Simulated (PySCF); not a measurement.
In(Br)(Me)(Vi), SMILES C=[CH][In]([CH3])[Br] (C₃H₆BrIn), PBE0/def2-SVP optimised geometry. Atoms within 1.6 Å of the plane z = 0.0 Å (x, y, z in Å): In1 (-0.91, 0.11, 0.00), Br2 (-1.86, 2.44, 0.00), C3 (-2.40, -1.44, 0.00), H4 (-1.95, -2.44, -0.02), H5 (-3.05, -1.30, -0.88), H6 (-3.02, -1.33, 0.91), C7 (1.23, 0.11, 0.00), C8 (1.95, -1.02, 0.00), H9 (1.75, 1.07, 0.00), H10 (3.05, -1.00, 0.00), H11 (1.50, -2.02, 0.00).

Method: PySCF with PBE0/def2-TZVP, def2 effective core potentials past Kr. The core electrons that the potentials of In replace are not part of the density. Cells within 0.4 Å of a nucleus heavier than hydrogen are left out (blank, or x).

Map of the Laplacian of the electron density (e/bohr⁵), clipped to [-1.50, 1.50] on the plane z = 0.0 Å:

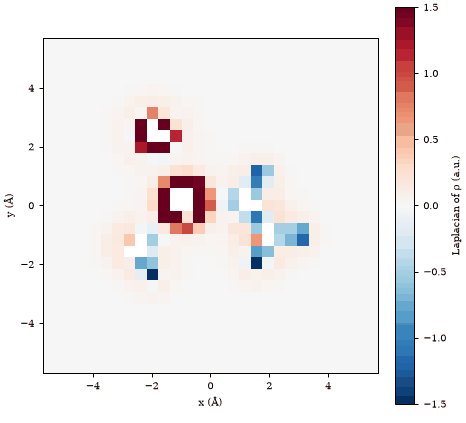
Fig. 1. Laplacian of the electron density (e/bohr⁵), clipped to [-1.50, 1.50] on the plane z = 0.0 Å.
